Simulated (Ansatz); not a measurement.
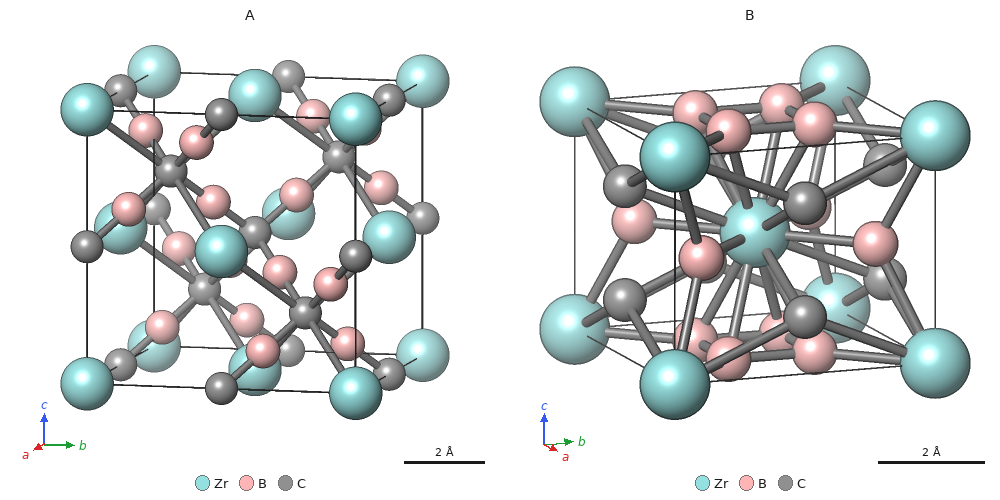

Two structures of ZrB4C2, each relaxed to rest (conventional cells in solid outline, small ones repeated, not to one scale). Method: Ansatz 0.2.0, DFT PBE, scalar-relativistic, plane waves, PAW, without spin polarisation.

Question: What structure does each panel show?

Answer: A: 28 atoms a cell on a face-centred cubic lattice, F-43m. B: 14 atoms a cell on a body-centred tetragonal lattice, I4/mmm.

Question: Which structure wins energetically, and by what margin?

Answer: A is lower, by 597 meV/atom at this level of theory (energies at zero smearing). Volumes: A 12.2, B 8.9 Å³/atom.

One or both may be structure types tried for this composition rather than known phases.
